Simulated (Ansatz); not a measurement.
Geometry relaxation, with input and output: WH₂OF₆ (part 1 of 2)

WH₂OF₆, computed with RKS PBE0-D4/def2-SVP (Ansatz 0.2.0).

It belongs to a series of runs on one base structure; here: end point A relaxed. Figures and captions count atoms from 1; the log counts them from 0 in places.

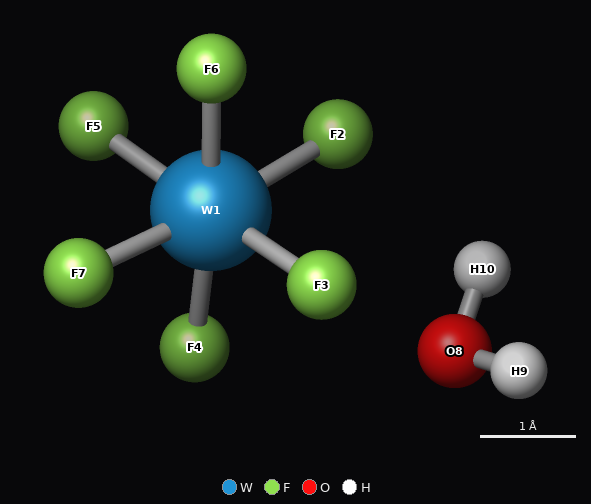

*The input geometry (ball-and-stick view, seen at a tilt; atoms are numbered from 1 in the order of the input). Sticks mark near contacts.*

Bond lengths as drawn: F–W 1.83 to 1.85 Å and H–O 0.96 to 0.98 Å.

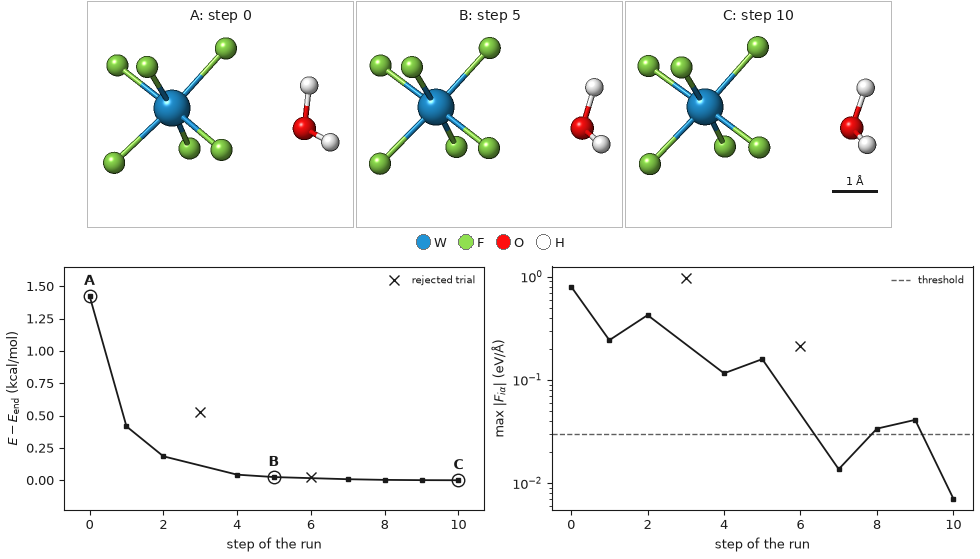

*Frames of the relaxation (ball-and-stick view, seen at a tilt) above the curves, on which the letters mark them (the first geometry is step 0 here and step 1 in the log).*

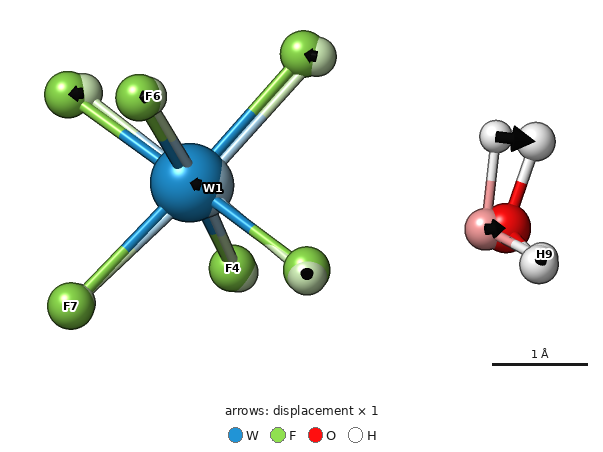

*Start (faint) and end (solid) with the displacements as black arrows, at true length (ball-and-stick view, seen at a tilt). The two geometries are laid on each other by the best rigid fit.*

Over 10 geometry steps the energy falls by 1.42 kcal/mol. Largest force component: 0.8 eV/Å at the start, 0.0071 eV/Å at the end. The line search rejected the trial steps at points 3, 6 (counted from 0) and went back. H10 moves most after the best rigid fit: 0.43 Å. By element the largest moves are H 0.43 Å, O 0.22 Å, F 0.16 Å, W 0.12 Å. Among the contacts that change: O8–H10 0.981 → 0.963 Å, W1–F2 1.850 → 1.841 Å. Among the angles that change: F3–W1–F4 96.5° → 92.8°, F3–W1–F5 174.1° → 177.3°, F2–W1–F3 94.3° → 91.9°. (Atoms are counted from 1 in the order of the input.)

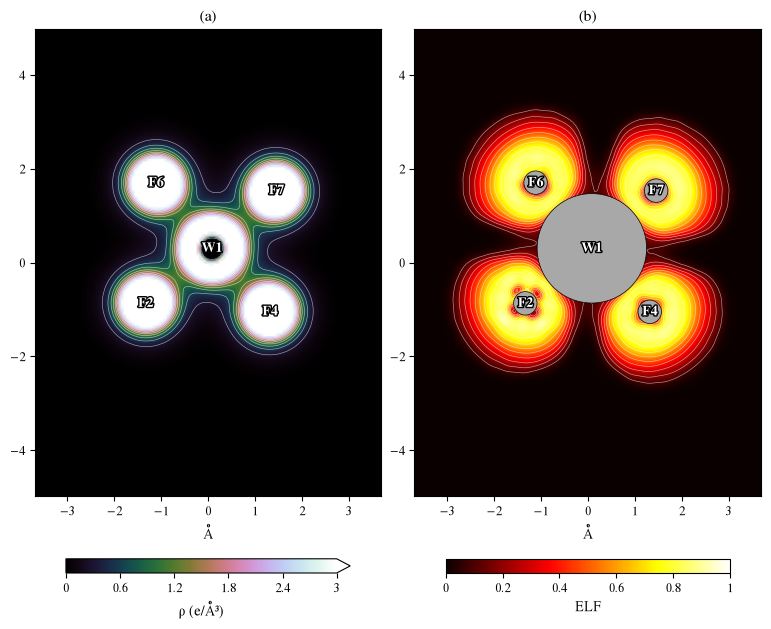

*(a) total electron density; (b) ELF on the plane of atoms F4, W1 and F7. Grey discs, where drawn, cover atomic cores.*

The section cuts through W and F sites.

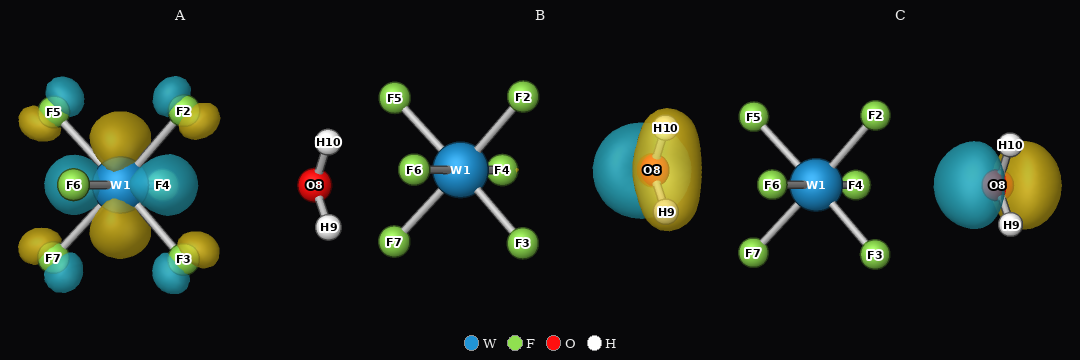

*Three frontier orbitals at ±0.2 Å⁻³ᐟ² (yellow and cyan are the two phases).*

B is the HOMO−1 (−10.93 eV). C is the HOMO (−8.86 eV). A is the LUMO (−4.55 eV). Its weight (Hirshfeld) is mainly on W1 (65 %), F2 (10 %), F3 (10 %), F5 (10 %) and F7 (10 %). The HOMO–LUMO gap is 4.31 eV between the orbital energies.

The input that produced these results follows, with the program's output.

The input
```yaml
crystal:
  periodic: [false, false, false]
  atoms:
    - { symbol: W, position_ang: [-0.148276, -0.113374, -0.148534] }
    - { symbol: F, position_ang: [-0.085911, -0.042201, 1.699183] }
    - { symbol: F, position_ang: [1.674383, -0.25338, -0.341688] }
    - { symbol: F, position_ang: [-0.239832, 1.70087, -0.365471] }
    - { symbol: F, position_ang: [-1.987056, -0.144774, -0.033597] }
    - { symbol: F, position_ang: [-0.20639, -1.952863, -0.013704] }
    - { symbol: F, position_ang: [-0.308296, -0.296362, -1.973227] }
    - { symbol: O, position_ang: [1.765585, 1.762466, 1.498593] }
    - { symbol: H, position_ang: [2.695392, 1.511307, 1.521178] }
    - { symbol: H, position_ang: [1.392301, 1.35601, 2.309966] }
basis:
  gaussian: { orbitals: def2-SVP }
hamiltonian:
  xc: pbe0
  dispersion: d4
relax:
  f_tol: 0.03
  max_steps: 50
output:
  orbitals: {}
```

Launched with:
```bash
ansatz run input.yaml --threads 4 --pin off --max-ram 5120MiB --backend cpu --events-out ev --progress --plain --runs-dir out
```

The program's output
```
The last accepted step is kept in [file] (removed where the run ends without a failure and the disk answers)
Engine: ansatz 0.2.0, aarch64-unknown-linux-gnu
Functional definition: PBE0
  parameter a = 0.25
  parameter kappa = 0.804
  parameter beta = 0.06672455060314922
  exchange = (1 - a)*pbe_x(kappa = kappa, mu = beta*pi^2/3) + a*exact_x
  correlation = pbe_c(beta = beta)
1436 factors; integrals over basis functions are off by at most 6.0e-4 eV
mean field evaluation 1: about -20165.8273 eV, gradient 9.4e1 eV
mean field evaluation 2: about -19911.3112 eV, gradient 2.8e2 eV
mean field evaluation 4: about -20180.7539 eV, gradient 1.6e1 eV
mean field evaluation 8: about -20181.3395 eV, gradient 3.2e-1 eV
mean field evaluation 16: about -20181.4661 eV, gradient 1.4e-3 eV
mean field -20181.46611698 eV, -741.6552003099 hartree, gradient 6.1e-5 eV, S^2 0.000000; 0 other end points of the search recorded, 0 dependent functions left out
the calculation of the forces begins
reference -20181.46617157 eV, -741.6552023162 hartree; 39, 39 occupied and 101, 101 virtual orbitals, 1436 factors
relax step   1: F+E_penalty+E_count = -20181.65137750 eV  Δ(F+E_penalty+E_count) = +0.000e0 eV  max|allowed force component| = 7.998e-1 eV/Å  Δτ_max = 0.0000 Å  (32 SCF iters, accepted)
these checks for a lower state are left out or cut short: starts, cluster_reference, orbital_swaps, neighbouring_geometries, increment
1436 factors; integrals over basis functions are off by at most 6.3e-4 eV
mean field -20181.51432536 eV, -741.6569719351 hartree, gradient 8.8e-6 eV, S^2 0.000000; 0 other end points of the search recorded, 0 dependent functions left out
the calculation of the forces begins
reference -20181.51438002 eV, -741.6569739440 hartree; 39, 39 occupied and 101, 101 virtual orbitals, 1436 factors
relax step   2: F+E_penalty+E_count = -20181.69510382 eV  Δ(F+E_penalty+E_count) = -4.373e-2 eV  max|allowed force component| = 2.423e-1 eV/Å  Δτ_max = 0.1985 Å  (34 SCF iters, accepted)
these checks for a lower state are left out or cut short: starts, cluster_reference, orbital_swaps, neighbouring_geometries, increment
1436 factors; integrals over basis functions are off by at most 6.9e-4 eV
mean field evaluation 32: about -20181.5257 eV, gradient 7.3e-4 eV
mean field -20181.52568731 eV, -741.6573894793 hartree, gradient 9.1e-6 eV, S^2 0.000000; 0 other end points of the search recorded, 0 dependent functions left out
the calculation of the forces begins
reference -20181.52574204 eV, -741.6573914907 hartree; 39, 39 occupied and 101, 101 virtual orbitals, 1436 factors
relax step   3: F+E_penalty+E_count = -20181.70513436 eV  Δ(F+E_penalty+E_count) = -1.003e-2 eV  max|allowed force component| = 4.237e-1 eV/Å  Δτ_max = 0.1548 Å  (33 SCF iters, accepted)
these checks for a lower state are left out or cut short: starts, cluster_reference, orbital_swaps, neighbouring_geometries, increment
1436 factors; integrals over basis functions are off by at most 6.7e-4 eV
mean field -20181.50976003 eV, -741.6568041624 hartree, gradient 1.7e-5 eV, S^2 0.000000; 0 other end points of the search recorded, 0 dependent functions left out
the calculation of the forces begins
reference -20181.50981453 eV, -741.6568061654 hartree; 39, 39 occupied and 101, 101 virtual orbitals, 1436 factors
relax step   4: F+E_penalty+E_count = -20181.69014021 eV  Δ(F+E_penalty+E_count) = +1.499e-2 eV  max|allowed force component| = 9.787e-1 eV/Å  Δτ_max = 0.0951 Å  (32 SCF iters, rejected (line search))
these checks for a lower state are left out or cut short: starts, cluster_reference, orbital_swaps, neighbouring_geometries, increment
1436 factors; integrals over basis functions are off by at most 6.8e-4 eV
mean field -20181.53198438 eV, -741.6576208921 hartree, gradient 1.9e-5 eV, S^2 0.000000; 0 other end points of the search recorded, 0 dependent functions left out
the calculation of the forces begins
reference -20181.53203903 eV, -741.6576229005 hartree; 39, 39 occupied and 101, 101 virtual orbitals, 1436 factors
relax step   5: F+E_penalty+E_count = -20181.71128639 eV  Δ(F+E_penalty+E_count) = -6.152e-3 eV  max|allowed force component| = 1.158e-1 eV/Å  Δτ_max = 0.0457 Å  (33 SCF iters, accepted)
these checks for a lower state are left out or cut short: starts, cluster_reference, orbital_swaps, neighbouring_geometries, increment
1436 factors; integrals over basis functions are off by at most 6.8e-4 eV
mean field -20181.53247290 eV, -741.6576388449 hartree, gradient 2.4e-5 eV, S^2 0.000000; 0 other end points of the search recorded, 0 dependent functions left out
the calculation of the forces begins
reference -20181.53252748 eV, -741.6576408510 hartree; 39, 39 occupied and 101, 101 virtual orbitals, 1436 factors
relax step   6: F+E_penalty+E_count = -20181.71209432 eV  Δ(F+E_penalty+E_count) = -8.079e-4 eV  max|allowed force component| = 1.588e-1 eV/Å  Δτ_max = 0.0722 Å  (32 SCF iters, accepted)
these checks for a lower state are left out or cut short: starts, cluster_reference, orbital_swaps, neighbouring_geometries, increment
1436 factors; integrals over basis functions are off by at most 6.7e-4 eV
mean field -20181.53250966 eV, -741.6576401959 hartree, gradient 1.2e-5 eV, S^2 0.000000; 0 other end points of the search recorded, 0 dependent functions left out
the calculation of the forces begins
reference -20181.53256422 eV, -741.6576422010 hartree; 39, 39 occupied and 101, 101 virtual orbitals, 1436 factors
relax step   7: F+E_penalty+E_count = -20181.71208682 eV  Δ(F+E_penalty+E_count) = +7.503e-6 eV  max|allowed force component| = 2.128e-1 eV/Å  Δτ_max = 0.0385 Å  (33 SCF iters, rejected (line search))
these checks for a lower state are left out or cut short: starts, cluster_reference, orbital_swaps, neighbouring_geometries, increment
1436 factors; integrals over basis functions are off by at most 6.8e-4 eV
mean field evaluation 64: about -20181.4052 eV, gradient 3.5e0 eV
mean field -20181.53330311 eV, -741.6576693548 hartree, gradient 2.1e-5 eV, S^2 0.000000; 0 other end points of the search recorded, 0 dependent functions left out
the calculation of the forces begins
reference -20181.53335768 eV, -741.6576713602 hartree; 39, 39 occupied and 101, 101 virtual orbitals, 1436 factors
relax step   8: F+E_penalty+E_count = -20181.71281209 eV  Δ(F+E_penalty+E_count) = -7.178e-4 eV  max|allowed force component| = 1.366e-2 eV/Å  Δτ_max = 0.0188 Å  (32 SCF iters, accepted)
these checks for a lower state are left out or cut short: starts, cluster_reference, orbital_swaps, neighbouring_geometries, increment
1436 factors; integrals over basis functions are off by at most 6.8e-4 eV
mean field -20181.53345237 eV, -741.6576748400 hartree, gradient 2.1e-5 eV, S^2 0.000000; 0 other end points of the search recorded, 0 dependent functions left out
the calculation of the forces begins
reference -20181.53350693 eV, -741.6576768451 hartree; 39, 39 occupied and 101, 101 virtual orbitals, 1436 factors
relax step   9: F+E_penalty+E_count = -20181.71303568 eV  Δ(F+E_penalty+E_count) = -2.236e-4 eV  max|allowed force component| = 3.372e-2 eV/Å  Δτ_max = 0.0307 Å  (31 SCF iters, accepted)
these checks for a lower state are left out or cut short: starts, cluster_reference, orbital_swaps, neighbouring_geometries, increment
1436 factors; integrals over basis functions are off by at most 6.7e-4 eV
mean field -20181.53354082 eV, -741.6576780902 hartree, gradient 2.1e-5 eV, S^2 0.000000; 0 other end points of the search recorded, 0 dependent functions left out
the calculation of the forces begins
reference -20181.53359536 eV, -741.6576800947 hartree; 39, 39 occupied and 101, 101 virtual orbitals, 1436 factors
```
